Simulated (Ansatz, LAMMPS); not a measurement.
## (Rb,Cs)F, from a frame at 840 K with crystalline order left by the classical run (72 atoms): geometry optimisation

Wanted: the relaxed structure of (Rb,Cs)F, from a frame at 840 K with crystalline order left by the classical run (72 atoms) and its electronic structure.

Calculated with Ansatz 0.2.0; Kohn-Sham DFT, RPBE, PAW (set soft_2), plane waves.

### 1. The structure

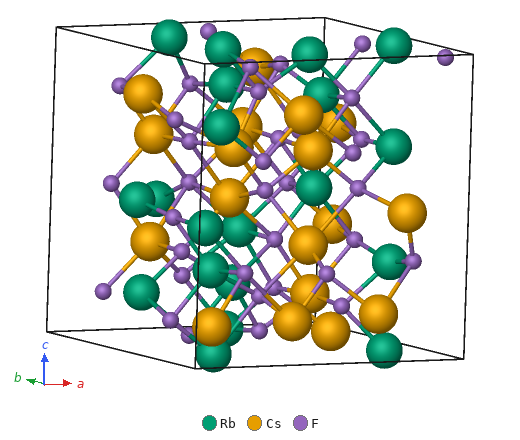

Start, viewed slightly off an axis; rubidium teal, caesium orange, fluorine purple. Bonds to atoms that aren't drawn are left out. Some periodic images of atoms are drawn too.

The cell holds 72 atoms: 18 Rb, 18 Cs and 36 F. Its edges and angles: a = 13.295 Å, b = 13.295 Å, c = 13.295 Å, α = 90.0°, β = 90.0°, γ = 90.0°. 72 atoms (18 Rb, 18 Cs, 36 F) placed at random at 3.26 g/cm³, melted at 1800 K for 10 ps at fixed volume with the Lennard-Jones and Coulomb ion parameters for SPC/E (Joung and Cheatham, J. Phys. Chem. B 112, 9020 (2008)), full charges. Snapshot at the end of a hold of 20 ps at 840 K and fixed volume.

Before any run, some limits are plain. The network of bonds at the start is that of the classical potential that made the cell. The ion parameters were fitted for water, not for melts, so the starting structure of this cell may lie well off the real melt's. Sampling is at Γ alone, for a cell whose shortest periodic width is 13 Å. Spin–orbit coupling is left out, which matters for the levels of the heavy elements.

### 2. Single point at the start

A single point comes first, to see the forces before anything moves.

input.yaml

```yaml
crystal:
  lattice:
    - [13.2947, 0.0, 0.0]
    - [0.0, 13.2947, 0.0]
    - [0.0, 0.0, 13.2947]
  atoms:
    - { symbol: Rb, position: [0.39021, 0.99341, 0.42465] }
    - { symbol: Rb, position: [0.06682, 0.08144, 0.4497] }
    - { symbol: Rb, position: [0.07449, 0.00784, 0.78898] }
    - { symbol: Rb, position: [0.38697, 0.54272, 0.85502] }
    [... 62 atom lines left out ...]
    - { symbol: F, position: [0.72369, 0.30806, 0.82816] }
    - { symbol: F, position: [0.39095, 0.28739, 0.19221] }
    - { symbol: F, position: [0.85589, 0.0997, 0.31403] }
    - { symbol: F, position: [0.26746, 0.52606, 0.03734] }
    - { symbol: F, position: [0.40098, 0.79961, 0.50233] }
    - { symbol: F, position: [0.3936, 0.81257, 0.19555] }
kpoints:
  mp_grid: { grid: [1, 1, 1] }
hamiltonian:
  xc: rpbe
scf:
  occupations: { method: fermi_dirac, width: 0.025 }
output:
  forces: true
  stress: true
  populations: true
  dos:
    method: { smearing: { sigma: 0.15 } }
    de: 0.1
    projected: { site_lists: { Cs: [Cs], F: [F], Rb: [Rb] } }
  eigenvalues: true
```

Started as:

```
> ansatz run input.yaml --threads 4 --pin off --max-ram 8192MiB --backend cpu --events-out ev --progress --plain --runs-dir out
```

Run time: 32 s. Hardware: 4 threads of Arm Neoverse V2, shared host; peak memory 2.6 GiB.

Read from the output:

| Item | Value |
| --- | --- |
| free energy | -190438.5836 eV |
| free energy per atom | -2644.9803 eV/atom |
| SCF cycles | 9 |
| pressure | 0.1809 GPa |
| r.m.s. force component | 0.3194 eV/Å |
| longest force | 1.195 eV/Å |
| Fermi energy | 3.622 eV |
| gap (highest filled to lowest empty level) | 3.518 eV |
| spilling of the projection | 0.005959 |

The r.m.s. force component of 0.32 eV/Å and the pressure of 0.18 GPa set the starting point.

Length of the force by element:

```
element  coordination  atoms  mean length of the force (eV/Å)  spread  least   most
     Cs           all     18                            0.606   0.309  0.202   1.20
      F           all     36                            0.477   0.210  0.118   1.06
     Rb           all     18                            0.444   0.147  0.316  0.947
```

### 3. Relaxation

The atoms are relaxed in the fixed cell, aiming at the force tolerance of the input.

input.yaml, the sections that differ from step 2:

```yaml
output:
  forces: true
relax:
  f_tol: 0.03
  max_steps: 200
# crystal, kpoints, hamiltonian, scf: as in step 2
```

Elapsed: 3.9 min, on 4 threads; peak memory 2.6 GiB; 15 min of CPU time.

The steps of the relaxation:

```
step  energy less that of the first step (eV)  largest force component (eV/Å)
   1                                   0.0000                          1.1353
   2                                  -2.5200                          0.5156
   3                                  -4.0450                          0.2766
   4                                  -5.0036                          0.1592
   5                                  -5.5555                          0.1279
   6                                  -5.8476                          0.0975
   7                                  -6.0565                          0.0574
   8                                  -6.1432                          0.1162
   9                                  -6.1710                          0.0103
  10                                  -6.1710                          0.0103
  11                                  -6.1727                          0.0354
  12                                  -6.1776                          0.0218
  13                                  -6.1776                          0.0217
  14                                  -6.1798                          0.0153
  15                                  -6.1814                          0.0190
```

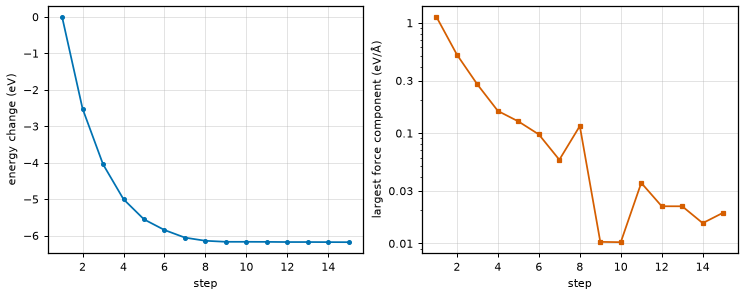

Energy and largest force along the relaxation.

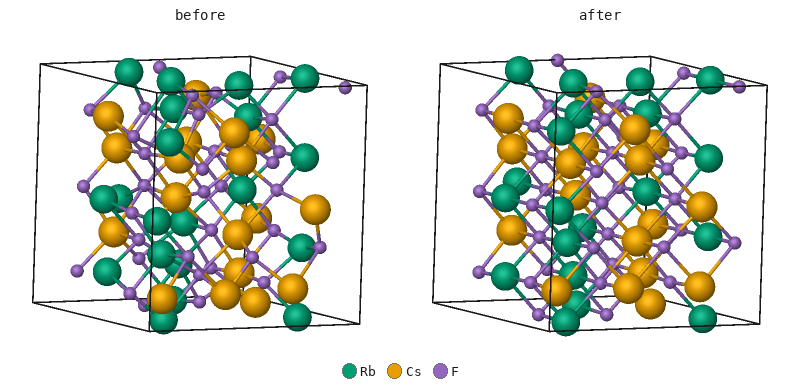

The structure before and after the relaxation, drawn at the same scale. Bonds to atoms that aren't drawn are left out.

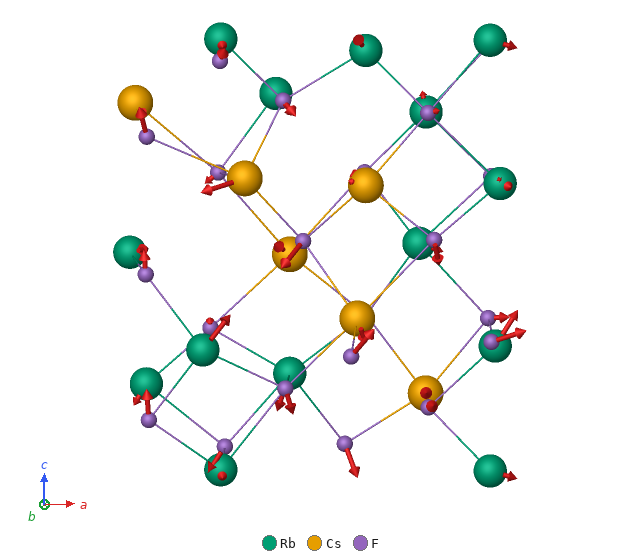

Displacements in the relaxation, exaggerated; the longest in the cell stands for 1.04 Å. Drawn is a stretch of 11 Å of the 13 Å that the cell measures along a and a slice 7 Å thick, seen along the normal of the ac plane.

The atoms that moved most (Å):

```csv
atom,dx,dy,dz,length
F51,-0.517,-0.736,-0.518,1.038
Rb1,0.142,0.529,0.866,1.025
F48,-0.001,0.917,0.359,0.985
Rb3,-0.123,0.821,0.519,0.979
Cs29,-0.816,-0.437,-0.213,0.950
F72,0.120,-0.724,-0.529,0.905
F62,0.454,-0.464,0.614,0.894
F69,0.699,-0.394,0.265,0.845
```

The relaxation changed the energy by -85.9 meV/atom, and atoms moved by 0.57 Å r.m.s., 1.0 Å at most.

### 4. Local order after relaxation

Bonds before and after, by the cutoffs listed below:

| pair | bonds before | bonds after | mean before (Å) | mean after (Å) | spread before (Å) | spread after (Å) |
| --- | --- | --- | --- | --- | --- | --- |
| F-Cs | 94 | 102 | 3.125 | 3.221 | 0.297 | 0.122 |
| F-Rb | 88 | 103 | 3.046 | 3.091 | 0.272 | 0.110 |

Density 3.26 g/cm³, 32.64 Å³ an atom.

Pair distribution functions g(r), in bins of 0.2 Å:

```csv
r (Å),total,F-F,F-Cs,F-Rb,Cs-Cs,Cs-Rb,Rb-Rb
2.90,0.78,0.00,0.00,3.12,0.00,0.00,0.00
3.10,4.67,0.00,7.87,10.79,0.00,0.00,0.00
3.30,1.70,0.00,5.31,1.48,0.00,0.00,0.00
3.50,0.24,0.00,0.71,0.24,0.00,0.00,0.00
3.70,0.08,0.00,0.33,0.00,0.00,0.00,0.00
3.90,0.14,0.00,0.37,0.19,0.00,0.00,0.00
4.10,0.09,0.17,0.09,0.09,0.00,0.00,0.00
4.30,2.44,5.65,0.08,0.16,0.91,2.58,9.54
4.50,3.54,5.88,0.00,0.00,9.48,9.50,4.65
4.70,0.91,1.92,0.00,0.00,1.85,1.99,1.06
4.90,0.39,0.66,0.00,0.00,1.47,1.07,0.00
5.10,0.27,0.67,0.00,0.00,0.67,0.44,0.00
5.30,1.13,0.36,1.27,2.80,0.00,0.10,0.20
5.50,1.41,0.00,3.20,2.44,0.00,0.00,0.00
5.70,0.56,0.00,1.25,0.98,0.00,0.00,0.00
5.90,0.29,0.08,0.79,0.29,0.00,0.00,0.00
6.10,0.53,1.00,0.20,0.31,0.45,0.84,0.32
6.30,1.00,1.67,0.00,0.04,2.06,2.42,2.33
6.50,0.22,0.52,0.00,0.00,0.56,0.20,0.42
```

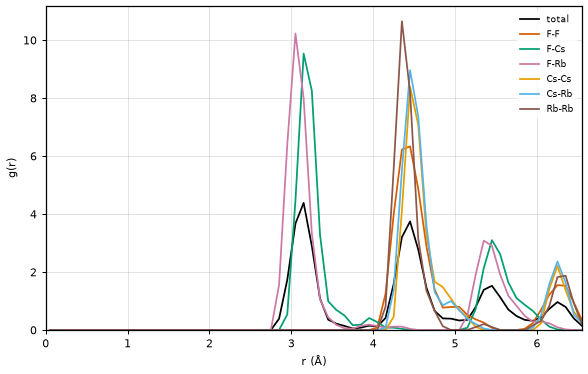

Pair distribution functions, lightly smoothed.

Bonds by pair of elements; cutoffs follow the first minimum of g(r), held within bounds set by covalent radii, and pairs that aren't listed don't count as bonded:

```
pair A-B  cutoff (Å)  bonds  mean length (Å)  spread (Å)  shortest (Å)  B about A  A about B
    F-Cs        3.77    102             3.22       0.122          3.07       2.83       5.67
    F-Rb        3.68    103             3.09        0.11          2.90       2.86       5.72
```

How many atoms have how many bonded neighbours:

```
element  mean   5   6
     Cs  5.67   6  12
      F  5.69  11  25
     Rb  5.72   5  13
```

Bond angles, per cent of each kind in bins of 5°:

```
angle (°)  Cs-F-Rb  F-Rb-F  F-Cs-F  Rb-F-Rb  Cs-F-Cs
    75–80      0.0     0.0     0.4      0.0      0.0
    80–85      0.8     1.6     4.6      0.0      5.3
    85–90     33.2    35.1    35.4     18.9     52.2
    90–95     37.6    39.6    33.8     60.7     21.2
   95–100      7.2     3.7     5.8      2.5      0.0
  100–105      0.4     0.0     0.0      0.8      0.0
  105–110      0.0     0.0     0.0      0.0      0.0
  110–115      0.0     0.0     0.0      0.0      0.0
  115–120      0.0     0.0     0.0      0.0      0.0
  120–125      0.0     0.0     0.0      0.0      0.0
  125–130      0.0     0.0     0.0      0.0      0.0
  130–135      0.0     0.0     0.0      0.0      0.0
  135–140      0.0     0.0     0.0      0.0      0.0
  140–145      0.0     0.0     0.0      0.0      0.0
  145–150      0.0     0.0     0.0      0.0      0.0
  150–155      0.0     0.0     0.0      0.0      0.0
  155–160      0.0     0.0     0.0      0.0      0.0
  160–165      0.0     0.0     0.0      0.0      0.0
  165–170      0.4     0.8     0.4      0.0      5.3
  170–175      4.4     2.9     5.0      1.6      5.3
  175–180     16.0    16.3    14.6     15.6     10.6
```

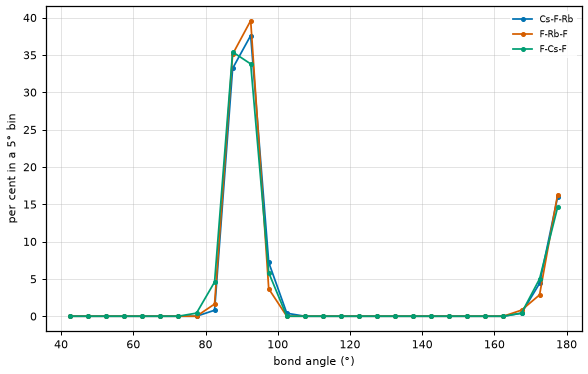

Distributions of the most common bond angles.

Bond angles (no mean is given where the spread exceeds 20°):

```csv
angle,count,mean (°),spread (°)
Cs-F-Rb,250,-,-
F-Rb-F,245,-,-
F-Cs-F,240,-,-
Rb-F-Rb,122,-,-
Cs-F-Cs,113,-,-
```

Bond length by coordination (bonds to H left out):

```
element  coordination  atoms  mean bond length (Å)
     Cs             5      6                  3.17
     Cs             6     12                  3.24
      F             5     11                  3.11
      F             6     25                  3.17
     Rb             5      5                  3.03
     Rb             6     13                  3.11
```

For some of the pairs, g(r) has its first main peak near 4.4 Å (F-F), 3.2 Å (F-Cs), 3.1 Å (F-Rb), 4.5 Å (Cs-Cs), 4.5 Å (Cs-Rb) and 4.4 Å (Rb-Rb). Counting bonds as in the table, 67 % of Cs atoms have 6, 69 % of F atoms have 6 and 72 % of Rb atoms have 6 bonded neighbours.

### 5. Single point at the relaxed geometry

One more single point at the end of the walk gives the fuller output and checks the residual forces.

input.yaml

```yaml
crystal:
  lattice:
    - [13.2947, 0.0, 0.0]
    - [0.0, 13.2947, 0.0]
    - [0.0, 0.0, 13.2947]
  atoms:
    - { symbol: Rb, position: [0.40089, 0.03318, 0.48979] }
    - { symbol: Rb, position: [0.07134, 0.07099, 0.49549] }
    - { symbol: Rb, position: [0.06527, 0.06957, 0.828] }
    - { symbol: Rb, position: [0.40636, 0.53518, 0.83186] }
    [... 62 atom lines left out ...]
    - { symbol: F, position: [0.73391, 0.30218, 0.83113] }
    - { symbol: F, position: [0.40277, 0.29648, 0.15377] }
    - { symbol: F, position: [0.90846, 0.07009, 0.33395] }
    - { symbol: F, position: [0.24277, 0.53037, 0.99872] }
    - { symbol: F, position: [0.40752, 0.79817, 0.48479] }
    - { symbol: F, position: [0.40265, 0.75811, 0.15574] }
kpoints:
  mp_grid: { grid: [1, 1, 1] }
hamiltonian:
  xc: rpbe
scf:
  occupations: { method: fermi_dirac, width: 0.025 }
output:
  forces: true
  stress: true
  populations: true
  dos:
    method: { smearing: { sigma: 0.08 } }
    de: 0.1
    projected: { site_lists: { Cs: [Cs], F: [F], Rb: [Rb] } }
  eigenvalues: true
  write_density: true
  write_potential: true
  volumetric_format: npy
```

Run time: 34 s. Hardware: 4 threads; peak memory 2.6 GiB; 2.2 min of CPU time.

The run gave:

* free energy: -190444.7650 eV
* free energy per atom: -2645.0662 eV/atom
* SCF cycles: 10
* pressure: -1.241 GPa
* r.m.s. force component: 0.00234 eV/Å
* longest force: 0.01896 eV/Å
* Fermi energy: 3.328 eV
* gap (highest filled to lowest empty level): 4.699 eV
* spilling of the projection: 0.005542

Löwdin charges by element and coordination (they lack the spilled electrons, 0.044 e an atom on average):

```
element  coordination  atoms  mean charge (e)  spread   least    most
     Cs           all     18            0.912  0.0032   0.906   0.918
     Cs             5      6            0.913  0.0026   0.911   0.918
     Cs             6     12            0.911  0.0032   0.906   0.917
      F           all     36           -0.801  0.0015  -0.804  -0.798
      F             5     11           -0.802  0.0011  -0.804  -0.800
      F             6     25             -0.8  0.0011  -0.802  -0.798
     Rb           all     18            0.867  0.0026   0.862   0.873
     Rb             5      5             0.87  0.0022   0.867   0.873
     Rb             6     13            0.866  0.0017   0.862   0.867
```

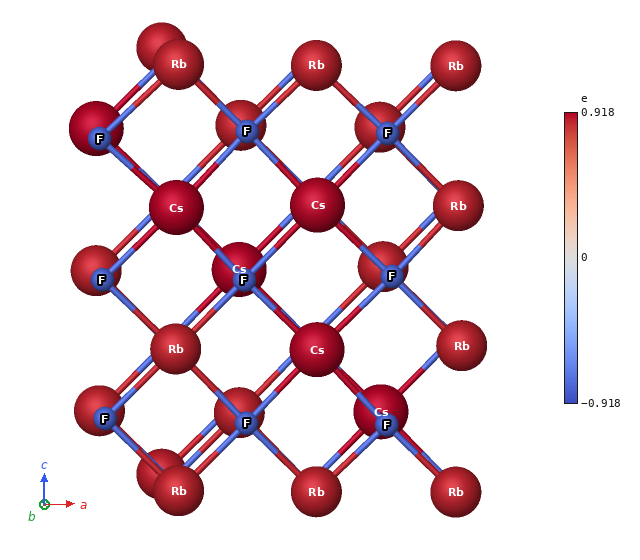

Atoms coloured by Löwdin charge. Drawn is a stretch of 11 Å of the 13 Å that the cell measures along a and a slice 7 Å thick, seen along the normal of the ac plane.

States in the cell by windows of 1 eV, zero at the Fermi level; the larger projections on atomic orbitals stand beside the total:

```
from (eV)  to (eV)  total    F p   Cs p   Rb p
      -14      -11    0.0    0.0    0.0    0.0
      -11      -10  108.0    0.5    0.1  106.8
      -10       -9    0.0    0.0    0.0    0.0
       -9       -8  105.3    1.2  103.1    0.1
       -8       -7    2.7    0.0    2.6    0.0
       -7       -3    0.0    0.0    0.0    0.0
       -3       -2  216.0  208.6    1.3    0.5
       -2        2    0.0    0.0    0.0    0.0
        2        3    2.0    0.0    0.0    0.0
        3        4   15.7    0.5    0.3    0.1
        4        5   58.7    1.4    0.4    0.2
```

The curve was stored every 0.100 eV, coarse against its broadening of 0.08 eV, so these counts are rough.

Between -26 and -14 eV lie 108 more states.

The stored curve holds about 540 of the 576 electrons; the rest, give or take the few that broadening carries across the Fermi level, lie in deeper levels below its range.

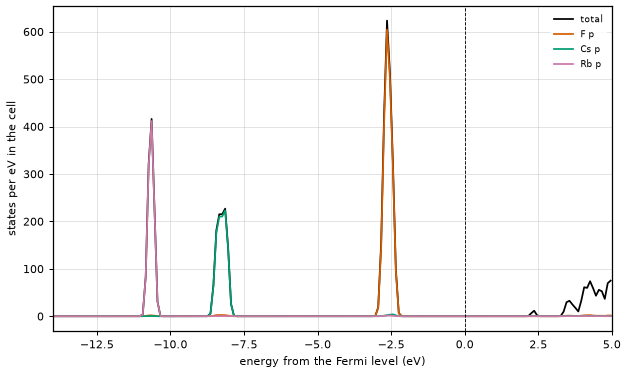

Total and projected density of states, with the broadening of the input.

The levels nearest the highest filled one (over half full), pooled over k-points and spins:

```
level less the highest filled one (eV)  occupation
                               -0.0532           2
                               -0.0511           2
                               -0.0466           2
                                -0.025           2
                               -5.0e-4           2
                                     0           2
                                  4.70           0
                                  5.79           0
                                  5.84           0
                                  5.91           0
                                  5.96           0
                                  6.04           0
```

Mean Löwdin charges: Cs +0.91, F -0.80, Rb +0.87 e (they miss 0.55 % of the electrons, so they add up to more than the cell's charge).

### 6. Summary of results

| Item | Value |
| --- | --- |
| energy change in the relaxation | -85.85 meV/atom |
| r.m.s. displacement | 0.566 Å |
| largest displacement | 1.038 Å |
| free energy per atom | -2645.0662 eV/atom |
| pressure | -1.241 GPa |
| r.m.s. force component | 0.00234 eV/Å |
| gap (highest filled to lowest empty level) | 4.699 eV |
| wall time of the 3 DFT runs | 5 min |

What this shows: Relaxation lowers the energy by 85.9 meV/atom and moves atoms by 0.57 Å r.m.s.; the r.m.s. force component goes from 0.32 to 0.0023 eV/Å, the pressure goes from 0.18 to -1.2 GPa, and the gap from 3.52 to 4.70 eV. By the final cutoffs 4 of 182 bonded pairs parted and 27 joined. First to last step the energy falls by 6.181 eV; the largest move, 1.04 Å, is that of F51, with 1 other atom within 2 % of it. The F-Cs bonds change most in mean length: from 3.125 Å (spread 0.297) to 3.221 Å (spread 0.122), and their number from 94 to 102. Counting bonds as in the table, 67 % of Cs atoms have 6, 69 % of F atoms have 6 and 72 % of Rb atoms have 6 bonded neighbours. Between filled and empty levels lie 4.70 eV (at Γ alone); a semilocal functional tends to put such gaps too low. In a disordered cell it changes from sample to sample, and tail or defect levels can set it.

Caveats: The network of bonds at the start is that of the classical potential that made the cell; in DFT 4 of its 182 bonded pairs passed out of the cutoffs and 27 came within them.

[Logs are printed without paths, hosts, clocks, repeated set-up lines and the standing remarks that a program may print on its own settings, such as how far it seeks lower states.]

[Hosts, paths, dates, database ids (printed as entryN), source tags and the programs' standing remarks are cut or masked in the printed files.]
